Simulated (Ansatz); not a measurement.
# BH4N···SiH4: what the fields show

```
atom    x (Å)    y (Å)    z (Å)
   B  -1.4958  -0.2393  -0.5086
  Si   2.1606  -0.4436   0.6709
   H  -1.5643  -0.8407   0.5244
   H  -0.9091  -0.6769  -1.4561
   H   1.1878   0.6585   0.4621
   N  -2.1184   0.9934  -0.6127
   H   3.3400  -0.2311  -0.2069
   H   2.6022  -0.4474   2.0893
   H   1.5243  -1.7430   0.3441
   H  -2.1002   1.5507  -1.4497
   H  -2.6271   1.4194   0.1432
```

The product side of a reaction path; geometry: PBE0-D4/def2-TZVP.

All numbers below come from Ansatz 0.2.0, RKS PBE0-D4/def2-TZVPP.

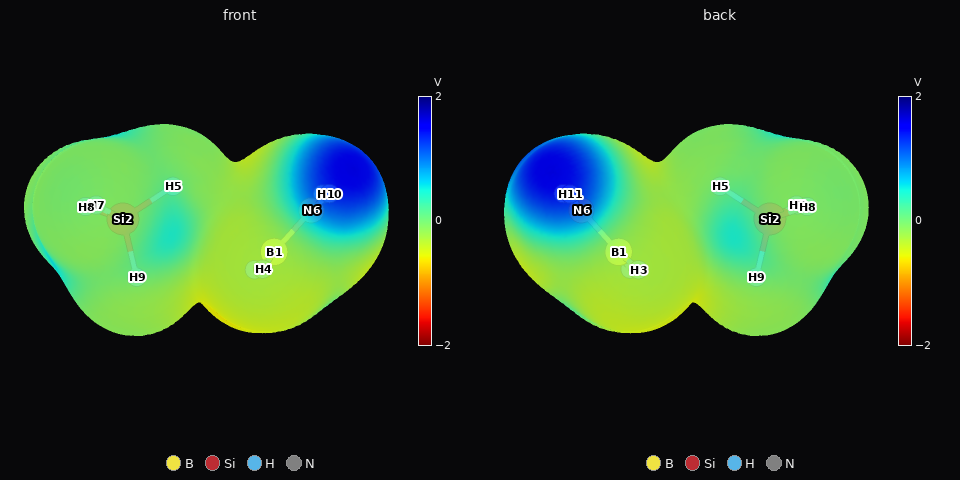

Figure 1. The electrostatic potential painted on the density surface at 0.001 e/bohr³, seen from the front and from behind; red is negative and blue positive.

> Where is the surface potential most negative and most positive?

The most negative region (about −0.6 V, or −14 kcal/mol for a unit charge) lies over H3, the most positive (about +1.5 V, or +35 kcal/mol for a unit charge) over H10 and H11.

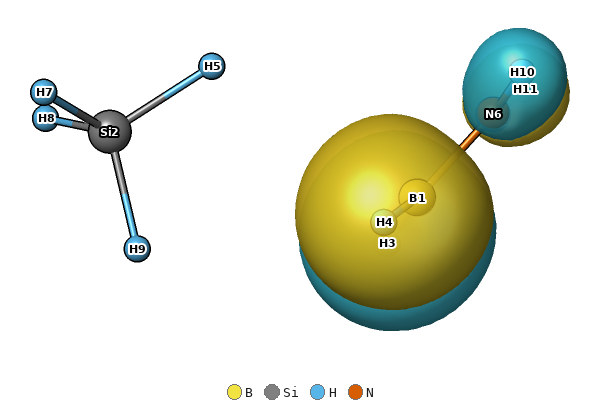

Figure 2. The HOMO−1 at ±0.1 Å⁻³ᐟ² (yellow and cyan are the two phases), seen across its widest extent.

> What is the character of this orbital?

By Hirshfeld shares it lies mainly on B1 (about 35 %), H3 (about 25 %), H4 (about 25 %) and N6 (about 5 %). Its energy is −8.96 eV.

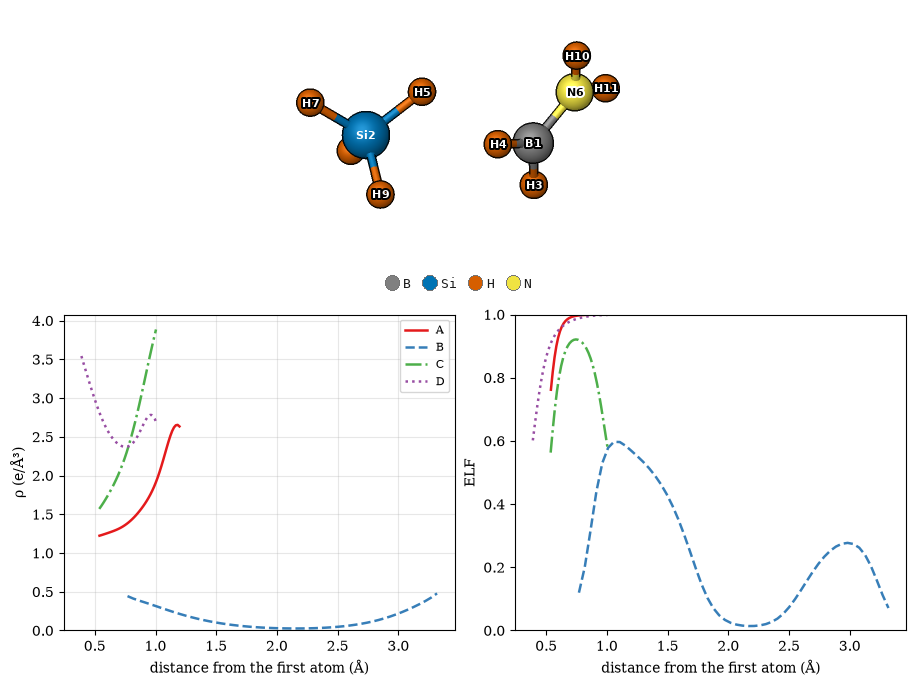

Figure 3. Total electron density and ELF along straight lines between neighbouring atoms. The curves leave out the atomic cores. The structure is drawn too.

> Which curve belongs to which contact (B–H, B–N, N–H and Si–B)? The first atom named is at distance zero.

Curve A: B–H (1.20 Å): the density is about 1.3 e/Å³ at the midpoint; the ELF climbs to about 1 towards the hydrogen, as it does in any bond to H: a covalent bond by its length. Curve B: Si2···B1 (3.85 Å): the density falls to about 0.03 e/Å³ on the way; the ELF dips to about 0 between them (a weak contact between the two molecules). Curve C: B–N (1.38 Å): ρ at the midpoint is about 2 e/Å³; the ELF peaks at about 0.90 between the atoms; a polar covalent bond. Curve D: N–H (1.01 Å): the density is about 3 e/Å³ at the midpoint; the ELF climbs to about 1 towards the hydrogen (a covalent bond by its length).

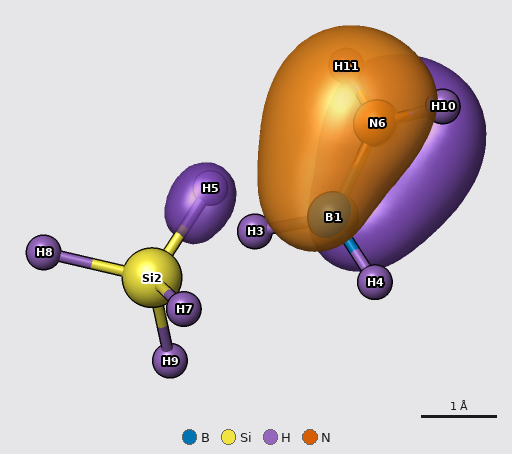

Figure 4. The HOMO at ±0.1 Å⁻³ᐟ² (orange and purple are the two phases), seen at an oblique angle.

> What is the character of this orbital?

By Hirshfeld shares it lies mainly on N6 (about 65 %) and B1 (about 20 %). Its energy is −8.66 eV.
